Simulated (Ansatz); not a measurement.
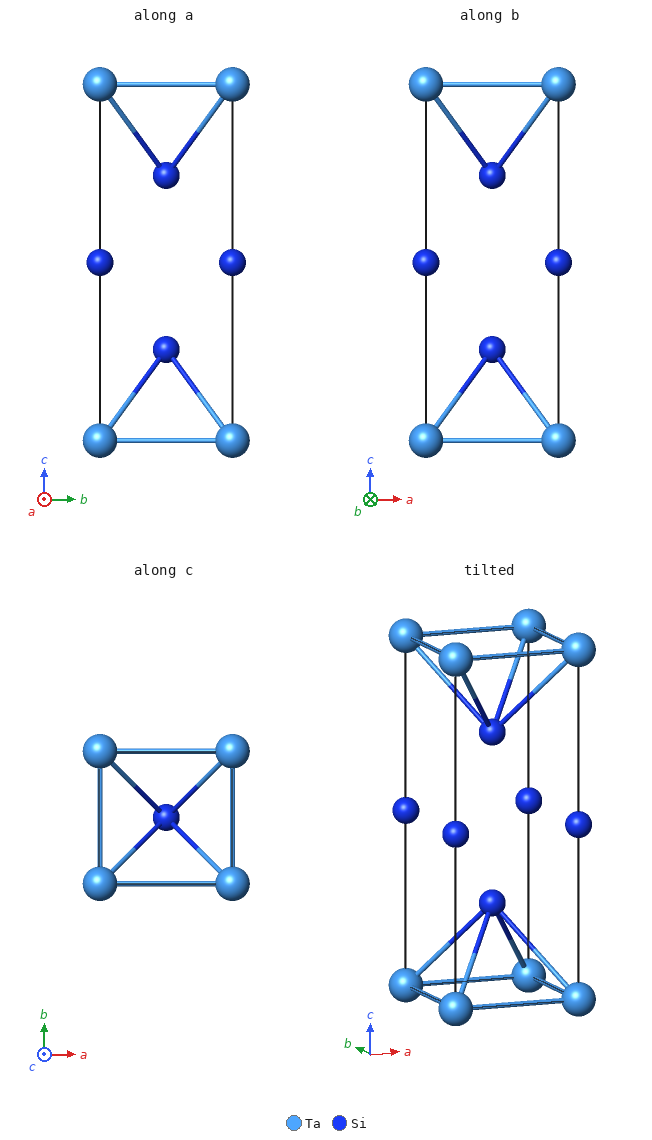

The figure gives a ball-and-stick picture of the atoms, viewed along the a axis, along the b axis, along the c axis and slightly off an axis. The parallelepiped is the conventional unit cell.

Lattice parameters: a = 2.821 Å, b = 2.821 Å, c = 7.582 Å, α = 90.00°, β = 90.00°, γ = 90.00°. Put a along x and b in the xy plane.

Record the structure as a POSCAR file, with free fractional coordinates to two decimals.

```
Ta Si
1.0
     2.821    0.000    0.000
     0.000    2.821    0.000
     0.000    0.000    7.582
Ta Si
1 3
Direct
  0.00 0.00 0.00
  0.50 0.50 0.74
  0.00 0.00 0.50
  0.50 0.50 0.26
```

The model was built from a structure type filled with these elements by a generator (whether the compound takes this form wasn't checked). This is the structure after a relaxation with Ansatz, DFT PBE, scalar-relativistic, plane waves, PAW.
